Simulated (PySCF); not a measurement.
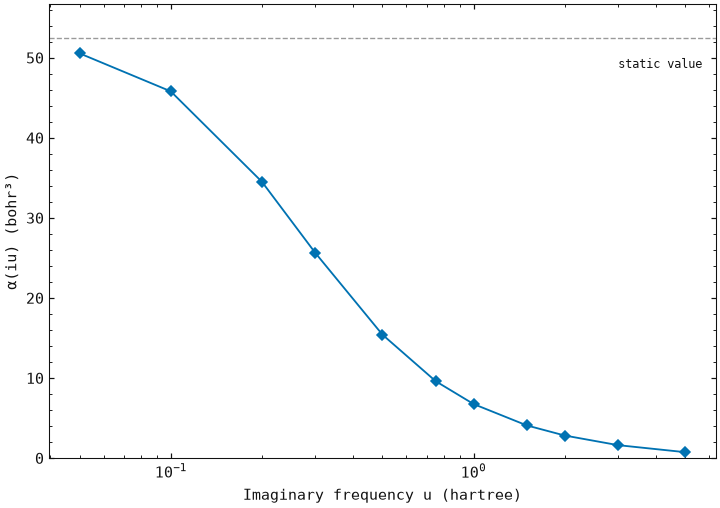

Dipole polarisability at imaginary frequency of an atom or ion with 83 electrons in the configuration [Xe] 4f¹⁴ 5d¹⁰ 6s² 6p³. Coupled response at the PBE0 level; PySCF, aug-cc-pwCVTZ-PP with a 60-electron core potential, unrestricted single determinants, no spin-orbit coupling.

**Which species is it, and what does the curve give?**

Neutral bismuth. The static dipole polarisability is 52.4 bohr³ (the recommended value is 48.0); α(iu) falls to half of it near u = 0.29 hartree. The Casimir–Polder integral gives C₆ = 634 hartree bohr⁶ for two such species.

Caveat: close to jj coupling, the high-spin determinant is a model state.
